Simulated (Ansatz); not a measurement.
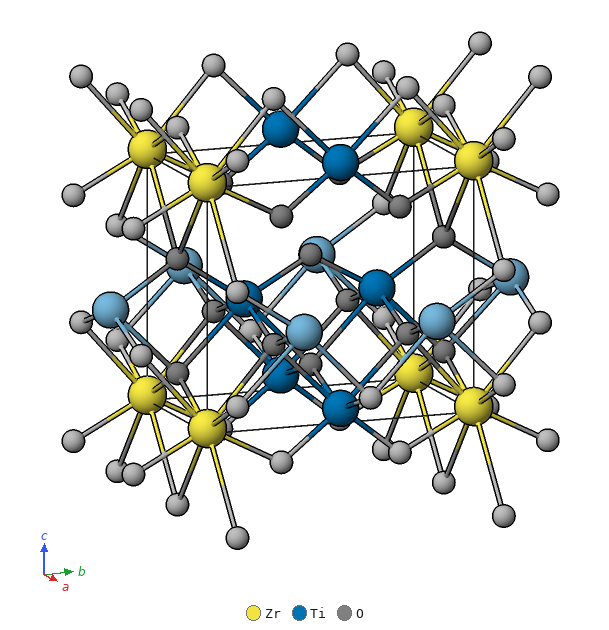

A ball-and-stick rendering, viewed slightly off an axis. The lines enclose the conventional unit cell; boundary atoms appear with their images. Outside the box, the atoms bonded to those within are drawn, in fainter colours.

ZrTi3O8, space group Pmm2 (No. 25), a = 3.704 Å, b = 6.334 Å, c = 5.584 Å, α = 90.00°, β = 90.00°, γ = 90.00°. Origin of the cell: a structure type filled with these elements by a generator (whether the compound takes this form wasn't checked). Earlier steps of the study, as a rule a relaxation of our own, may have changed the cell and positions, so they can lie some per cent off the listed ones. A calculation with Ansatz used it as input.

This one geometry was computed with Ansatz (DFT, plane waves, PAW) at five levels of theory: PBE with spin-orbit coupling, r2SCAN, PBE, HSE06 and PBE0. It was relaxed beforehand with r2SCAN.

### Which level gives the highest pressure at this volume, and what does that say about its equilibrium volume?

Highest: PBE with spin-orbit coupling (4.7 GPa) and PBE (4.7 GPa), which points to the largest equilibrium volume. Lowest, with the smallest volume: HSE06 (-2.5 GPa) and PBE0 (-2.6 GPa). Levels within 0.5 GPa of each other can't be told apart.

### How does the band gap change with the level of theory?

PBE with spin-orbit coupling: a gap of 2.81 eV, indirect; PBE: a gap of 2.81 eV, indirect; r2SCAN: a gap of 3.19 eV, indirect; HSE06: a gap of 4.36 eV, indirect; PBE0: a gap of 5.11 eV, indirect.

### Collect the results in a table.

| level | cutoff (eV) | k-mesh of the run's cell | gap (eV) | pressure (GPa) |
| --- | --- | --- | --- | --- |
| PBE with spin-orbit coupling | 420 | 8×4×6 | 2.81 | 4.7 |
| r2SCAN | 500 | 8×4×6 | 3.19 | 0.0 |
| PBE | 420 | 8×4×6 | 2.81 | 4.7 |
| HSE06 | 420 | 4×2×4 | 4.36 | -2.5 |
| PBE0 | 420 | 4×2×4 | 5.11 | -2.6 |

Gaps are taken on the k-mesh or band path of each run.
